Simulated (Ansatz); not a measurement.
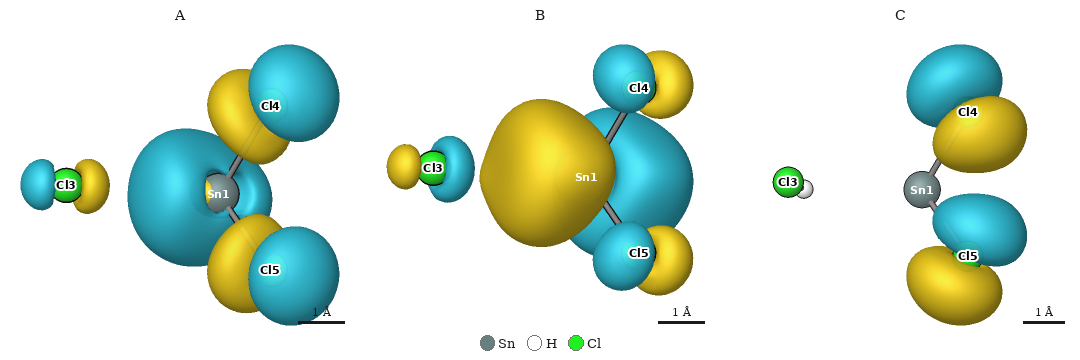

Figure. Cl₂Sn···HCl. Three frontier orbitals at ±0.08 Å⁻³ᐟ² (yellow and cyan are the two phases), in no order.

Core potentials replace the inner electrons of Sn; not at a stationary point (largest force 1.3 eV/Å).

Method: RKS CAM-B3LYP/def2-SVP (Ansatz 0.2.0).

| atom | x (Å) | y (Å) | z (Å) |
| --- | --- | --- | --- |
| Sn | -0.8288 | 0.0010 | 0.3158 |
| H | 1.6841 | -0.0022 | 1.8565 |
| Cl | 2.7095 | 0.0010 | 1.0092 |
| Cl | -1.2023 | 1.8144 | -1.1806 |
| Cl | -1.2012 | -1.8142 | -1.1787 |

### Order the three orbitals by energy and name them.

C is the HOMO−1 (−9.75 eV). It lies mainly on Cl4 (about 50 %) and Cl5 (about 50 %); largely a combination of lone pairs on Cl4 and Cl5. A is the HOMO (−9.00 eV). Its weight (Hirshfeld) is mainly on Sn1 (about 40 %), Cl4 (about 25 %) and Cl5 (about 25 %). B is the LUMO (−1.94 eV). Its weight (Hirshfeld) is mainly on Sn1 (about 75 %), Cl4 (about 10 %) and Cl5 (about 10 %).

### What is the HOMO–LUMO gap?

7.06 eV between the orbital energies.
